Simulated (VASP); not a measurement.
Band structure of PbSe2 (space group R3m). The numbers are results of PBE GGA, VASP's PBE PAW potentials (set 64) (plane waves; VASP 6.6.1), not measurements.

Unless said otherwise, spin-orbit coupling is left out, though it shifts the bands of the heavy elements here.

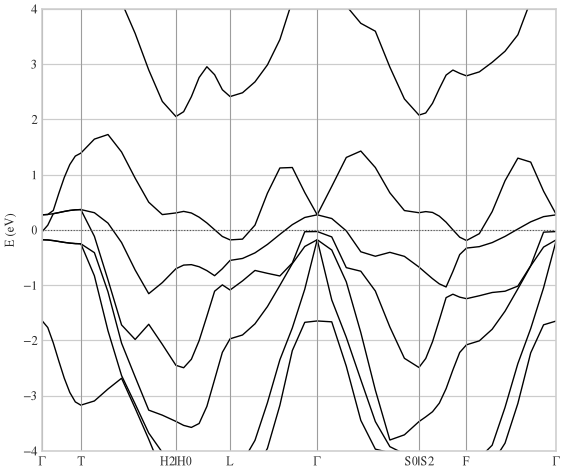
Fig. 1. Bands along high-symmetry lines, zero at the valence-band maximum or, without a gap, the Fermi level

### Question
Read the plot: is there a gap, and where are the band edges?

### Answer
It has no gap at this level: it comes out as a metal or semimetal.

The structure was generated: PbSe2 was put into an ordered model structure, which need not be its known phase. The cell was not relaxed at this level. The k-mesh is coarse (spacing up to 0.41 per Å, 2π included), so the numbers may not be converged in it.
